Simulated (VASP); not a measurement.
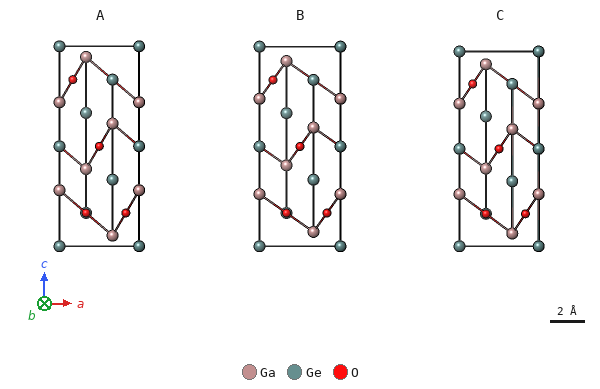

3 geometries from one relaxation of crystalline Ga$_{2}$Ge$_{2}$O$_{3}$ (a generated structure, set up in R-3m), in shuffled order. The picture is a ball-and-stick view of the conventional cell (3 times the calculation's cell), seen along the b axis. Lengths and directions refer to the drawn axes.

The run lets cell and atoms move.

Method: Kohn-Sham DFT of a periodic cell, PBE, VASP PAW PBE potentials, recommended in VASP 6.6.1. (plane-wave cutoff 520 eV; k-point mesh 3 × 3 × 3; occupations gaussian; smearing width 0.15 eV; no spin polarisation)

> Order the frames from highest to lowest energy.

A, C, B. They are steps 0, 2, 4, at +89.1 meV per atom, +19.5 meV per atom relative to the last. The energy falls by 89.1 meV per atom in 4 geometry steps. Largest force component: 2.8 eV/Å at the start, 0.068 eV/Å at the end. Pressure: −2.71 GPa at the start and 0.14 GPa at the end. The largest moves relative to the cell, 0.22 Å, are those of Ga atoms. O and Ge stay in place. The volume changes by +3.2 %, with a = b 5.431 → 5.523 Å (+1.7 %), c 11.813 → 11.793 Å (−0.2 %). Some distances before and after: Ga–Ge 3.309 → 3.081 Å, Ga–Ge 2.597 → 2.816 Å, Ga–O 2.063 → 1.946 Å. Among the angles between lasting bonds that change: O–Ga–O 82.3° → 90.4°, Ge–Ga–O 130.5° → 125.0°. The space group stays R-3m (No. 166). It ran on 4 threads of Intel(R) Xeon(R) Platinum 8488C (Sapphire Rapids), on a shared host.
